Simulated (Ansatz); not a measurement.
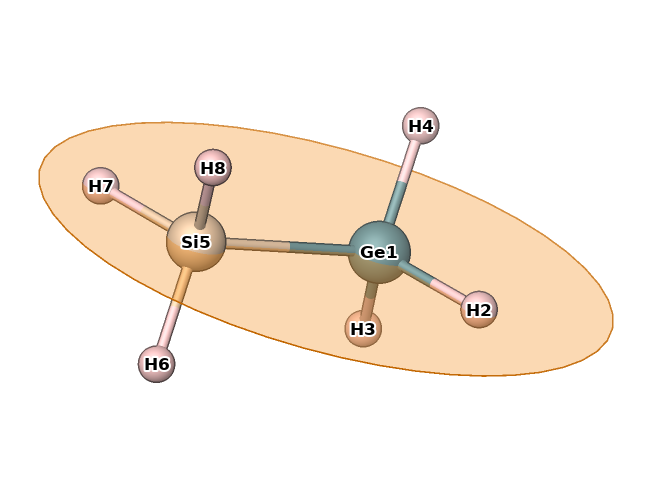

A disc through the centre of mass is drawn in. Atoms fade into the background with distance from the viewer. Computed geometry: PBE0-D4/def2-TZVP optimisation.

Question: Is the plane of the disc a mirror plane of the structure?

Answer: Yes. The reflection leaves Ge1, H2, Si5, H7 in place and moves H3 ↔ H4; H6 ↔ H8. The point group is C3v.
